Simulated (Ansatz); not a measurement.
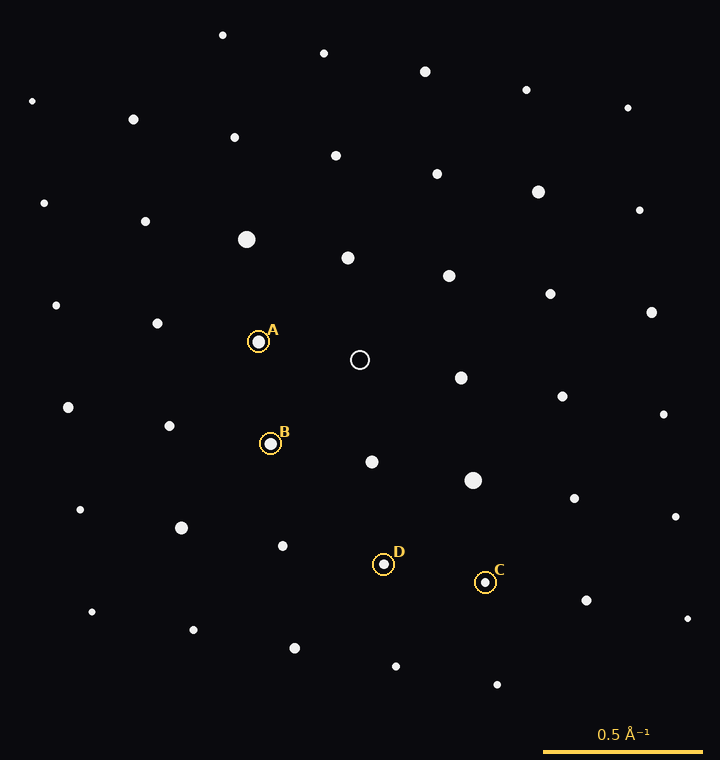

Simulated selected-area electron diffraction pattern (200 kV, kinematic approximation, thin crystal, B = 0.8 Å² for all atoms). The zone axis points towards the electron source and the pattern is seen from the source side.

Be3V, space group I4/mmm (No. 139), a = 3.833 Å, c = 5.168 Å. Structure: the end point of a relaxation with Ansatz 0.2.0, DFT PBE, scalar-relativistic, plane waves, PAW; the starting structure was generated, so it need not be a known form of this composition.

```cif
data_structure
_symmetry_space_group_name_H-M 'I4/mmm'
_symmetry_Int_Tables_number 139
_cell_length_a 3.8333
_cell_length_b 3.8333
_cell_length_c 5.1680
_cell_angle_alpha 90.000
_cell_angle_beta 90.000
_cell_angle_gamma 90.000
_cell_volume 75.94
loop_
_atom_site_label
_atom_site_type_symbol
_atom_site_symmetry_multiplicity
_atom_site_Wyckoff_symbol
_atom_site_fract_x
_atom_site_fract_y
_atom_site_fract_z
_atom_site_occupancy
Be1 Be 4 d 0.50000 0.00000 0.75000 1
Be2 Be 2 b 0.00000 0.00000 0.50000 1
V1 V 2 a 0.00000 0.00000 0.00000 1
```

Spot A is indexed 0 -1 -1 and spot B 0 0 -2.

> What are the indices of the remaining marked spots?

C = −3A + 2B = 0 3 -1 (d = 1.240 Å). D = −2A + 2B = 0 2 -2 (d = 1.539 Å).

> Which zone axis is this?

The cross product of A and B is parallel to [100]; every spot obeys hu + kv + lw = 0.
